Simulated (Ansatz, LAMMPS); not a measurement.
# Rapidly quenched Al54Cu46 (at. %) (111 atoms): support functions against a reference, part 2 of 2

Wanted: errors and times of a linear-scaling basis for rapidly quenched Al54Cu46 (at. %) (111 atoms). A setting counts as converged where the r.m.s. difference of forces stays under 1 % of the r.m.s. force.

Ansatz 0.2.0; Kohn-Sham DFT, PBE, PAW (set soft_2), plane waves.

The cell: 60 Al and 51 Cu. The quench rate of 500 K/ps far exceeds what a furnace or splat quench reaches. The starting topology of bonds comes from the classical model.

So far. Step 3 (Plane-wave single point): The r.m.s. force component of 0.22 eV/Å sets the scale for the differences below.

**4. Support functions low**

With localised support functions most steps grow linearly with size, though the diagonalisation grows faster unless the density matrix is cut; this run measures error and cost at this size. The level low gives here a grid of 54×54×54 points and a radius of 3.75 Å.

This step: Kohn-Sham DFT, PBE, PAW (set soft_2), localised support functions (low) (Ansatz 0.2.0).

The input, input.yaml:

```yaml
crystal:
  lattice:
    - [11.73944, 0.0, 0.0]
    - [0.0, 11.73944, 0.0]
    - [0.0, 0.0, 11.73944]
  atoms:
    [... the 111 atom lines of step 3 ...]
kpoints:
  mp_grid: { grid: [2, 2, 2] }
hamiltonian:
  xc: pbe
scf:
  occupations: { method: fermi_dirac, width: 0.1 }
  eigensolver: { kind: { support_functions: { accuracy: low } } }
  max_iter: 150
output:
  forces: true
  eigenvalues: true
```

Launch:

```bash
$ ansatz run input.yaml --threads 8 --pin off --max-ram 15872MiB --backend cpu --events-out ev --progress --plain --runs-dir out
```

Numbers of over 12 decimals in the logs are rounded to 6 here.

What it wrote:

```text
Warning: scf.eigensolver.kind.support_functions: disabling space-group detection — the functions' gradient is summed over unrotated k-points, so no spatial operation reduces the k-mesh or symmetrises the density; time reversal is kept, so that k and −k are solved as one point where they differ and the mesh holds both, and exact exchange and, on two spinor components, a DFT+U term hold to it where the run has them: [...]
settings of this run that can trade accuracy for cost: scf.eigensolver.kind.support_functions; scf.eigensolver.kind.support_functions.accuracy: low [...]
[...]
Crystal: 111 atoms, lattice volume = 1617.864 Å³
Basis set: ecut = 420 eV, 31463 PW (Γ), exchange–correlation on 160×160×160 points (8 copies of the dense FFT grid, shifted against one another)
Bands: 690, of which v1, the nominal top of the filled ones, is band 575 counted from 1 (574 counted from 0)
Symmetry: 1 space group operations
k-points: 8
[...]
Eigensolver: Support functions (low, 54×54×54 points, laid for a spacing of at most 0.228497 Å, radius 3.749157 Å, 1 species' potentials softened for the grid, 2 wholly corrected for its errors in the mean over positions, 2 with the egg-box correction, energy correction by stochastic trace)
[...]
SCF iter   1: F=—  HF=-370221.255266 eV  |F-HF|=—  |Δ(HF+E_count)|=         —  Δρ=3.09e-1  dr2=1.45e3  ethr=1.00e-1
[...]
SCF iter  15: F=—  HF=-370137.653091 eV  |F-HF|=—  |Δ(HF+E_count)|=   4.99e-3  Δρ=4.95e-5  dr2=2.38e-5  ethr=1.95e-9  κ⁻¹=1.6e-6(r=7)
SCF iter  16: F=-370137.657452 eV  HF=-370137.657453 eV  |F-HF|=4.17e-7  |Δ(HF+E_count)|=   4.36e-3  Δρ=5.67e-6  dr2=3.46e-7  ethr=1.95e-9
SCF 1 converged in 16 iterations: F = -370137.749095 eV  dr2 = 3.46e-7
[...]
SCF converged after 16 iterations
Stability not checked: this state was not tested for a lower state beside it, because the mixer in use, unlike msr1, does not test its closes by its own steps (another_mixer; see scf.mixing.algorithm and scf.lower_state_search)
Free energy (F): -370137.749095 eV
[...]
Internal energy: -370136.460142 eV  (E = F + TS)
E sigma→0 (E₀):  -370137.104618 eV
Entropy (-TS):   -1.288952 eV (-11.612 meV/atom)
Fermi energy:    11.243428 eV
[...]
Σ components = -370137.749095   (vs F -370137.749095, Δ=0.00e0)
--- Forces (eV/Å), atoms counted from 1 ---
  atom   1  Al    -0.40091248    -0.15854174    -0.39133873
  atom   2  Al     0.58464766    -0.13500635    -0.02287740
  atom   3  Al    -0.18966185    -0.33757828    -0.05998439
  atom   4  Al     0.12348518    -0.27658943    -0.00598761
[...]
atom 111  Cu     0.37862255     0.12075575     0.17027622
  max |Σ_I F_I| component: 1.78e-2 eV/Å
--- Band table (eV; the first three rows and the last of 8) ---
[...]
```

Wall time 3.3 min (8 threads of Arm Neoverse V2, shared host); peak memory 4.1 GiB; 26 min of CPU time.

The program notes that the band table was not solved further than the SCF left it, the correction for the support functions is uncertain and it switched symmetry off.

Keys that differ from the reference: support_functions.accuracy = "low" and scf.max_iter = 150.

Forces differ from the reference by 0.92 meV/Å r.m.s., 0.41 % of their size, within a tolerance of 1 %; the energy by -1.9 meV/atom.

**5. Support functions medium**

The level medium is asked for. Here it resolves to the same grid and radius as in the run with support functions low, so the basis is not new.

This step: Kohn-Sham DFT, PBE, PAW (set soft_2), localised support functions (medium) (Ansatz 0.2.0).

input.yaml, the sections that differ from step 4:

```yaml
scf:
  occupations: { method: fermi_dirac, width: 0.1 }
  eigensolver: { kind: { support_functions: { accuracy: medium } } }
  max_iter: 150
# crystal, kpoints, hamiltonian, output: as in step 4
```

What it wrote:

```text
[...]
Crystal: 111 atoms, lattice volume = 1617.864 Å³
Basis set: ecut = 420 eV, 31463 PW (Γ), exchange–correlation on 160×160×160 points (8 copies of the dense FFT grid, shifted against one another)
Bands: 690, of which v1, the nominal top of the filled ones, is band 575 counted from 1 (574 counted from 0)
Symmetry: 1 space group operations
k-points: 8
[...]
Eigensolver: Support functions (medium, 54×54×54 points, laid for a spacing of at most 0.228497 Å, radius 3.749157 Å, 1 species' potentials softened for the grid, 2 wholly corrected for its errors in the mean over positions, 2 with the egg-box correction, energy correction by stochastic trace)
[...]
SCF iter   1: F=—  HF=-370221.255266 eV  |F-HF|=—  |Δ(HF+E_count)|=         —  Δρ=3.09e-1  dr2=1.45e3  ethr=1.00e-1
[...]
SCF iter  15: F=—  HF=-370137.653091 eV  |F-HF|=—  |Δ(HF+E_count)|=   4.99e-3  Δρ=4.95e-5  dr2=2.38e-5  ethr=1.95e-9  κ⁻¹=1.6e-6(r=7)
SCF iter  16: F=-370137.657452 eV  HF=-370137.657453 eV  |F-HF|=4.17e-7  |Δ(HF+E_count)|=   4.36e-3  Δρ=5.67e-6  dr2=3.46e-7  ethr=1.95e-9
SCF 1 converged in 16 iterations: F = -370137.749095 eV  dr2 = 3.46e-7
[...]
SCF converged after 16 iterations
[...]
Free energy (F): -370137.749095 eV
[...]
Internal energy: -370136.460142 eV  (E = F + TS)
E sigma→0 (E₀):  -370137.104618 eV
Entropy (-TS):   -1.288952 eV (-11.612 meV/atom)
Fermi energy:    11.243428 eV
[...]
Σ components = -370137.749095   (vs F -370137.749095, Δ=0.00e0)
--- Forces (eV/Å), atoms counted from 1 ---
  atom   1  Al    -0.40091248    -0.15854174    -0.39133873
  atom   2  Al     0.58464766    -0.13500635    -0.02287740
  atom   3  Al    -0.18966185    -0.33757828    -0.05998439
  atom   4  Al     0.12348518    -0.27658943    -0.00598761
[...]
atom 111  Cu     0.37862255     0.12075575     0.17027622
  max |Σ_I F_I| component: 1.78e-2 eV/Å
--- Band table (eV; the first three rows and the last of 8) ---
[...]
```

The job ended after 3.5 min (8 threads; peak memory 4.1 GiB).

Keys that differ from the reference: support_functions.accuracy = "medium" and scf.max_iter = 150.

Forces differ from the reference by 0.92 meV/Å r.m.s., 0.41 % of their size, within a tolerance of 1 %; the energy by -1.9 meV/atom.

**6. Support functions medium, radius 3.0 Å**

The radius confines each support function; a larger one gives more freedom and more work per atom.

input.yaml, the sections that differ from step 5:

```yaml
scf:
  occupations: { method: fermi_dirac, width: 0.1 }
  eigensolver: { kind: { support_functions: { accuracy: medium, radius: 3.0 } } }
  max_iter: 150
# crystal, kpoints, hamiltonian, output: as in step 5
```

What it wrote:

```text
Warning: scf.eigensolver.kind.support_functions: disabling space-group detection — the functions' gradient is summed over unrotated k-points, so no spatial operation reduces the k-mesh or symmetrises the density; time reversal is kept, so that k and −k are solved as one point where they differ and the mesh holds both, and exact exchange and, on two spinor components, a DFT+U term hold to it where the run has them: [...]
settings of this run that can trade accuracy for cost: scf.eigensolver.kind.support_functions [...]
Engine: ansatz 0.2.0, aarch64-unknown-linux-gnu
Pseudopotentials: kind: paw
Pseudopotential: Al, paw, valence charge 3, recommended cutoff 420 eV (normal), Al.paw.azcp
Pseudopotential: Cu, paw, valence charge 19, recommended cutoff 420 eV (normal), Cu.paw.azcp
[... 5 lines on functional and potentials left out ...]
Error: SCF: the radius of support functions is under 3.57 Å, the least for these sites at the functions' level (scf.eigensolver.kind.support_functions.accuracy). Use scf.eigensolver.kind: auto, or type scf.eigensolver.kind.support_functions.radius at least as long, [...]
```

The job ended after 0.87 s (8 threads; peak memory 0.31 GiB).

The program refuses radii under 3.57 Å for these atoms at this level.

Runs without a result: support functions medium, radius 3.0 Å (error).

**7. All settings compared**

Differences are against the plane-wave reference (Kohn-Sham DFT, PBE, PAW (set soft_2), plane waves), whose r.m.s. force component is 0.223 eV/Å. Energies are set beside the reference only for runs with its functional, potentials and electron count. Times are for 8 threads of Arm Neoverse V2, shared host. The reference's time includes the DOS, the stress and grids, which some other runs skip.

```csv
run,"Δ force, r.m.s. (meV/Å)",share of r.m.s. force (%),Δ energy (meV/atom),cycles,time,host memory (GiB)
reference,-,-,-,10,5.4 min,12
support functions low,0.92,0.412,-1.88,16,3.3 min,4.1
support functions medium,0.92,0.412,-1.88,16,3.5 min,4.1
```

**8. What the reference run shows**

With the settings judged, the reference run is read for its physics.

Neighbours are counted within 3.51 Å (Al-Al), 3.51 Å (Al-Cu), 3.51 Å (Cu-Cu), cutoffs set anew for this text.

Length of the force by element and coordination:

```csv
element,coordination,atoms,mean length of the force (eV/Å),spread,least,most
Al,all,60,0.381,0.164,0.0849,0.854
Al,11,1,0.651,0,0.651,0.651
Al,12,12,0.441,0.178,0.189,0.820
Al,13,28,0.380,0.150,0.104,0.854
Al,14,13,0.344,0.143,0.0849,0.639
Al,15,6,0.305,0.168,0.143,0.664
Cu,all,51,0.321,0.141,0.0804,0.672
Cu,11,7,0.270,0.0969,0.150,0.448
Cu,12,24,0.376,0.149,0.110,0.672
Cu,13,16,0.265,0.124,0.0804,0.518
Cu,14,4,0.303,0.0775,0.192,0.411
```

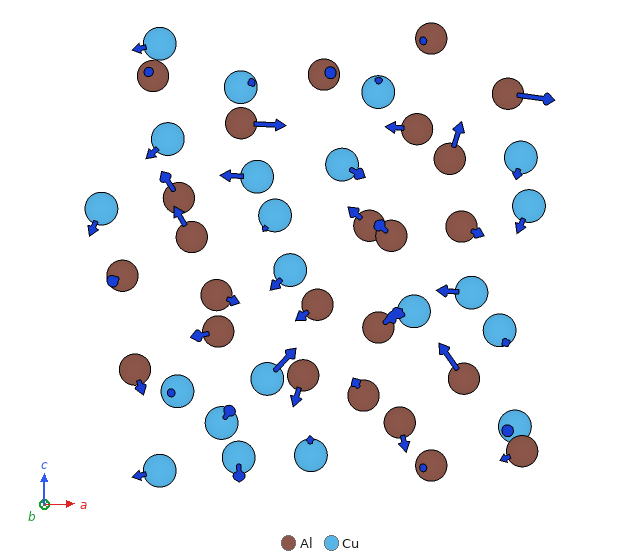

Forces as arrows; the longest in the cell is 0.854 eV/Å. Drawn is a slice 4 Å thick, seen along the normal of the ac plane.

States in the cell by windows of 1 eV, zero at the Fermi level; the larger projections on atomic orbitals stand beside the total:

```csv
from (eV),to (eV),total,Cu d,Al p,Al s,Cu s
-10,-9,13.3,0.1,4.7,5.4,3.0
-9,-8,17.0,0.4,7.7,5.9,2.8
-8,-7,21.8,1.2,10.6,6.6,3.3
-7,-6,26.9,3.6,12.6,7.1,3.5
-6,-5,39.0,12.2,14.6,7.2,4.7
-5,-4,127.3,96.2,19.7,5.2,5.5
-4,-3,260.1,235.3,17.8,2.8,2.6
-3,-2,149.7,124.9,16.8,4.0,2.6
-2,-1,41.1,15.4,16.4,4.9,3.0
-1,0,39.4,7.0,17.5,7.8,4.4
0,1,39.7,4.2,18.0,8.4,5.2
1,2,42.3,2.9,19.0,8.7,6.1
2,3,39.0,1.8,17.5,6.8,5.8
```

The curve was stored every 0.10 eV, coarse against its broadening of 0.08 eV, so these counts are rough.

Between -26 and -10 eV lie 5 more states.

The stored curve holds about 741 of the 1149 electrons; the rest, give or take the few that broadening carries across the Fermi level, lie in deeper levels below its range.

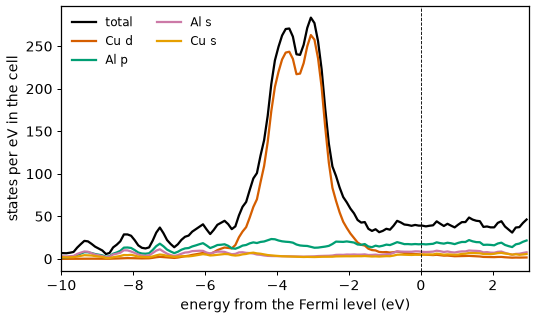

Total and projected density of states, with the broadening of the input.

The levels nearest the highest filled one (over half full), pooled over k-points and spins:

```csv
level less the highest filled one (eV),occupation
-0.0349,1.17
-0.0243,1.12
-0.024,1.12
-0.0177,1.09
-0.0103,1.05
0,1.00
0.0023,0.99
0.0237,0.883
0.0249,0.877
0.0281,0.862
0.042,0.794
0.0499,0.757
```

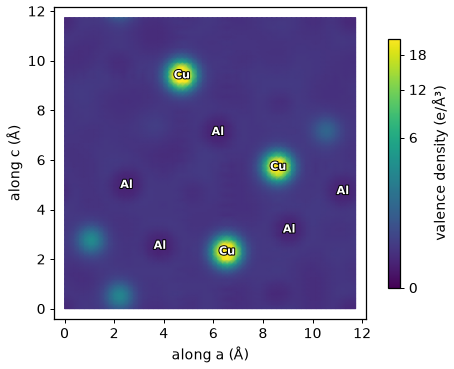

Valence density in the ac plane at fractional y = 0.176, with atoms of Al and Cu within 0.2 Å of it. It is the smooth field of the valence electrons, not physical close to the nuclei. The map starts off the cell's origin, so that atoms lie inside it. The colour scale is stretched toward low values.

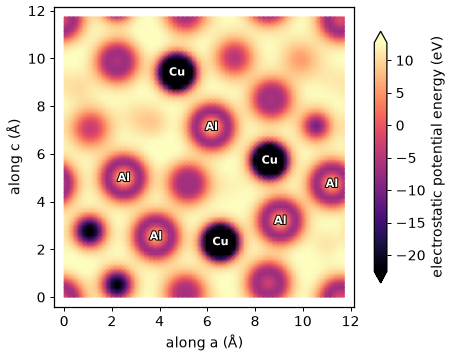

Electrostatic potential energy in the ac plane at fractional y = 0.176, with atoms of Al and Cu within 0.2 Å of it. With pseudopotentials it is smooth inside the atoms' cores, unlike the true potential. The map starts off the cell's origin, so that atoms lie inside it.

Within 0.4 eV of the Fermi level the largest share is Al p (48 % of the projected weight).

**9. Structure statistics**

Bonds and neighbours are counted at the geometry of the runs.

Density 4.99 g/cm³, 14.58 Å³ an atom.

Pair distribution functions g(r), in bins of 0.2 Å:

```csv
r (Å),total,Al-Al,Al-Cu,Cu-Cu
2.30,0.02,0.00,0.00,0.09
2.50,1.94,0.38,2.09,3.70
2.70,4.40,4.21,4.92,3.42
2.90,2.08,2.83,2.17,0.84
3.10,0.65,1.04,0.65,0.10
3.30,0.37,0.33,0.44,0.27
3.50,0.34,0.32,0.38,0.28
3.70,0.38,0.24,0.46,0.40
3.90,0.50,0.38,0.51,0.62
4.10,0.67,0.59,0.71,0.70
4.30,0.91,0.68,0.91,1.23
4.50,1.28,1.06,1.44,1.20
4.70,1.41,1.61,1.41,1.10
4.90,1.41,1.64,1.28,1.40
5.10,1.34,1.24,1.32,1.55
5.30,1.29,1.44,1.24,1.22
5.50,1.04,1.06,1.03,1.01
5.70,0.67,0.75,0.64,0.63
```

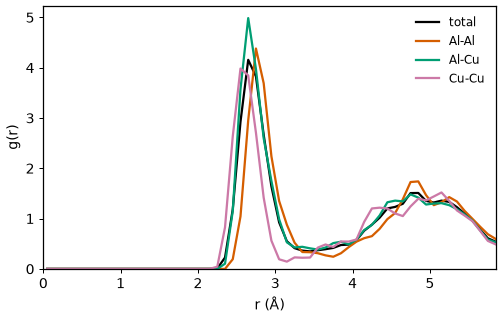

Pair distribution functions, lightly smoothed.

Neighbours by pair of elements; one cutoff, the widest of the pairs' first minima of g(r), serves all pairs of this metal (cutoffs were set anew for this text, so counts can differ from the run's own analysis):

```csv
pair A-B,cutoff (Å),bonds,mean length (Å),spread (Å),shortest (Å),B about A,A about B
Al-Al,3.51,204,2.87,0.204,2.54,6.8,6.8
Al-Cu,3.51,383,2.8,0.231,2.44,6.38,7.51
Cu-Cu,3.51,123,2.70,0.239,2.40,4.82,4.82
```

How many atoms have how many bonded neighbours:

```csv
element,mean,11,12,13,14,15
Al,13.2,1,12,28,13,6
Cu,12.3,7,24,16,4,0
```

First main peaks of g(r), for some of the pairs, lie near 2.8 Å (Al-Al), 2.7 Å (Al-Cu) and 2.6 Å (Cu-Cu). Counting bonds as in the table, 47 % of Al atoms have 13 and 47 % of Cu atoms have 12 bonded neighbours.

A closer look about Al8, which has 14 bonded neighbours where the commonest count for Al is 13: 15 atoms, nearest first, numbered in the order of the input, with positions taken from that point.

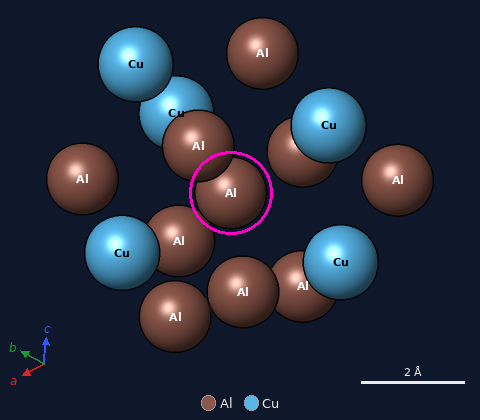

The atoms of the table, within 3.3 Å (arrows a, b, c point along x, y, z); some may hide others; the central atom is ringed.

```csv
atom,x,y,z,distance (Å),bonds,Fx,Fy,Fz (eV/Å)
Al8,0.00,0.00,0.00,0.00,14,-0.11,-0.13,0.18
Al24,-1.45,2.13,-0.58,2.64,13,0.13,-0.05,-0.19
Al7,1.83,-0.39,-1.90,2.67,13,-0.07,0.14,-0.03
Cu96,-2.65,-0.12,0.49,2.70,12,0.41,0.37,0.38
Cu64,-1.56,-1.63,-1.49,2.70,12,-0.01,-0.06,0.15
Cu66,1.41,0.37,2.28,2.70,12,-0.37,-0.26,-0.08
Al13,-1.23,0.52,2.46,2.80,12,-0.23,0.12,-0.18
Al53,0.27,-1.96,2.04,2.84,11,0.36,0.50,0.20
Al27,0.81,-2.69,-0.51,2.85,14,0.07,-0.07,-0.32
Al19,2.04,2.08,0.18,2.92,15,0.00,-0.12,0.19
Al26,2.69,-1.02,0.54,2.92,12,-0.31,0.35,0.45
Cu105,0.76,1.98,-2.04,2.94,12,-0.05,-0.28,0.30
Al39,-1.06,0.36,-2.94,3.15,13,0.09,-0.31,0.06
Cu91,-0.08,2.74,1.61,3.18,13,-0.10,0.13,-0.28
Al54,-1.84,-2.65,0.80,3.33,12,-0.12,-0.09,-0.36
```

The column of bonds counts only the pairs Al-Al within 3.51 Å, Al-Cu within 3.51 Å, Cu-Cu within 3.51 Å; other neighbours, such as metal atoms beside each other in a compound, aren't counted, and periodic images can show an atom twice.

**10. Results**

```json
{
  "free energy per atom": "-3334.5724 eV/atom",
  "pressure": "-1.784 GPa",
  "r.m.s. force component": "0.2232 eV/Å",
  "wall time of the 3 DFT runs": "12 min"
}
```

What this shows: Against plane waves at 420 eV, the forces differ by 0.92 meV/Å (0.41 %) with support functions medium. Differences between support functions and plane waves include what basis error the plane-wave run still has.

122 levels are partly filled, by over 2 % (on the run's k-points), as in a metal. Counting bonds as in the table, 47 % of Al atoms have 13 and 47 % of Cu atoms have 12 bonded neighbours.

Caveats: The geometry was minimised with a classical potential after classical dynamics and isn't relaxed at this level: its force components are 0.22 eV/Å r.m.s. The pressure of -1.8 GPa belongs to a cell and atoms that aren't relaxed at this level.

[Logs are printed without paths, hosts, clocks, repeated set-up lines and the standing remarks that a program may print on its own settings, such as how far it seeks lower states.]

[Hosts, paths, dates, database ids (printed as entryN), source tags and the programs' standing remarks are cut or masked in the printed files.]
